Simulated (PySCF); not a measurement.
## A study: HO, charge −1, SMILES `[OH-]`

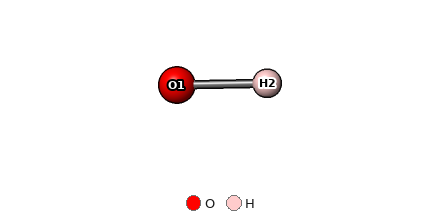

The molecule, with its atoms numbered as below. No frequency check shows the geometry to be a minimum.

Geometry (Å), atoms numbered from 1:

```
O1       0.1088    0.0000    0.0000
H2      -0.8701    0.0000    0.0000
```

## 1. Bonding charge

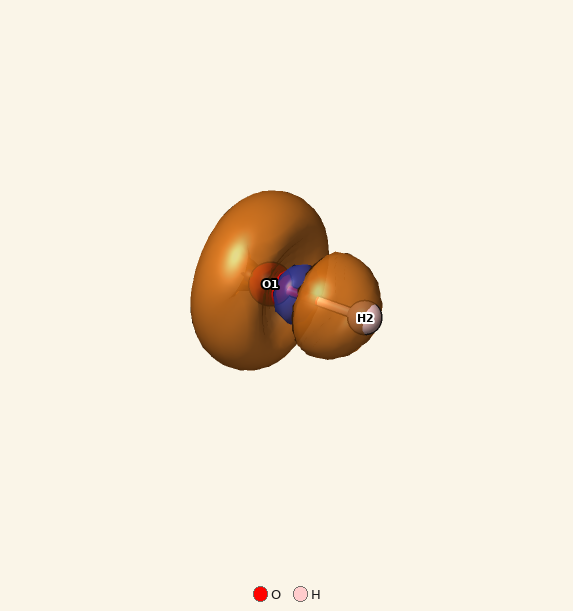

Deformation density (molecule less spherical, spin-averaged free atoms at the same positions), surfaces at ±0.15 e/Å³; orange: gain, blue: loss.

PySCF calculation, HF/def2-SVPD, gas phase; geometry: GFN2-xTB.

> Describe the bonding that the map shows.

O1–H2: +0.65 e/Å³ at the bond critical point (bond length 0.98 Å). In all, 1.1 electrons gather in the regions of gain relative to the promolecule of neutral atoms (this includes the anion's extra charge).

> Where do the Hirshfeld charges lie?

The highest Hirshfeld charge is on H2 (−0.04 e), the lowest on O1 (−0.95 e).

| atom | charge (e) |
| --- | --- |
| O1 | −0.95 |
| H2 | −0.04 |

## 2. Bond critical points

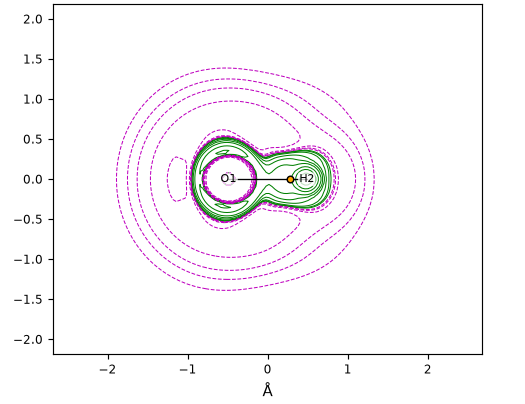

Negative Laplacian of the density (−∇²ρ) in a plane that holds the bond (solid green lines positive, dashed magenta lines negative, contours at ±0.02 to ±8 a.u.), with bond paths and bond critical points (dots).

> Sort the bonds in the plane by the sign of ∇²ρ at their critical points.

Concentrated (∇²ρ < 0): O1–H2 (−1.72 a.u.). At none is it depleted.

> Where along O1–H2 does the critical point lie?

0.77 Å from O1 and 0.21 Å from H2.

## 3. Electrostatic potential

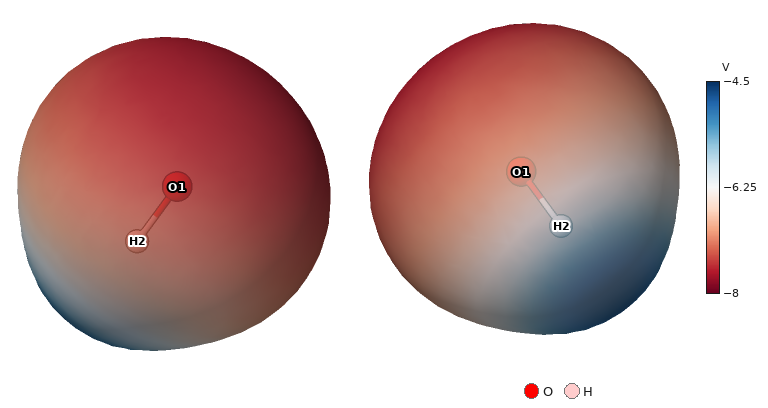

Electrostatic potential on the surface of electron density 0.001 a.u. (back view left, front view right).

> Where are the extremes of the potential on the surface?

Highest: −4.61 V, 1.4 Å from H2. Lowest: −7.69 V, 1.8 Å from O1. The surface is sampled at points, so like sites can differ by a few per cent and only the strongest of them is named.

> What volume does the surface enclose?

About 36 Å³.

## 4. In an electric field

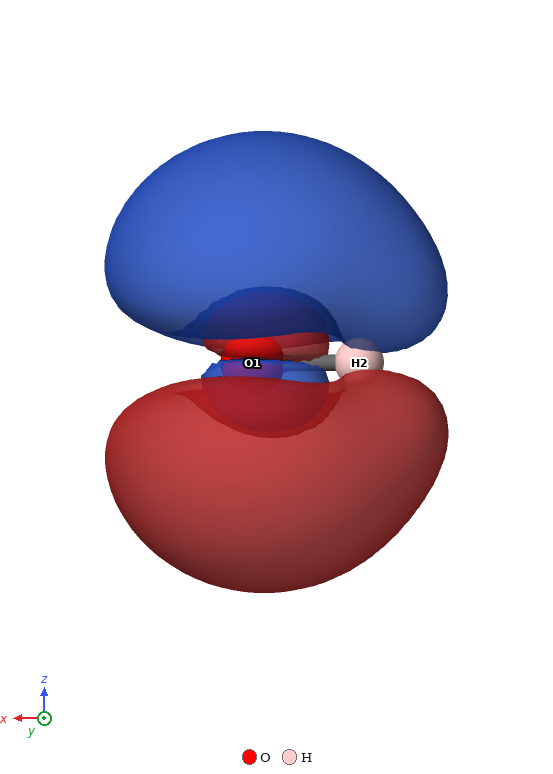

Change of the electron density in a uniform field of 0.10 V/Å, surfaces at ±0.0003 e/Å³ (blue: gain, red: loss).

Computed with PySCF, B3LYP/def2-SVPD, geometry: GFN2-xTB. For an anion such functionals hold the outermost electrons too loosely, so the response is rough.

The field was applied in both directions; the picture shows the one opposite to the script's first.

> Along which Cartesian direction does the field point?

Along −z: electrons gather on the +z side, against the field.

> How large is the response?

The induced dipole is 0.11 D (along the field); α along this axis, from the fields in both directions, is 21 bohr³ (3.1 Å³).

## 5. Localised orbitals

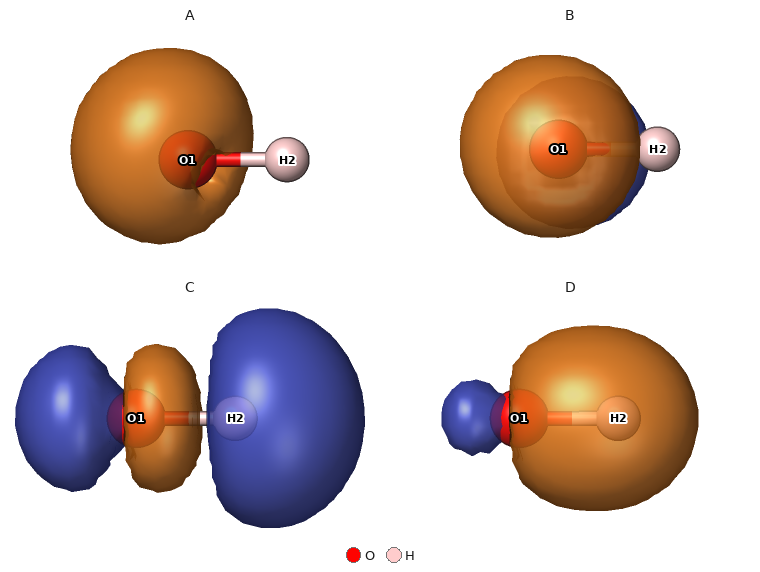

Intrinsic bond orbitals (IBO), occupied and valence-virtual; each surface holds about 85 % of the orbital's density. Energies are diagonal elements of the Fock matrix.

Method: BP86/6-31G*; geometry: GFN2-xTB; program: PySCF. The basis has no diffuse functions, which an anion needs.

> What does each orbital represent in a Lewis picture?

By panel:
- A: lone pair on O1 (sp0.4-type) (O1 100 %; −2.9 eV)
- B: lone pair on O1 (p-type) (O1 100 %; 5.4 eV)
- C: σ* orbital H2–O1 (H2 58 %, O1 42 %; 15.7 eV)
- D: σ bond O1–H2 (O1 58 %, H2 42 %; −5.1 eV)

The PySCF runs shown took 1 s, 2.7 s and 1.3 s on 1 thread of Intel(R) Xeon(R) Platinum 8259CL CPU @ 2.50GHz (Skylake/Cascade Lake) (shared host).
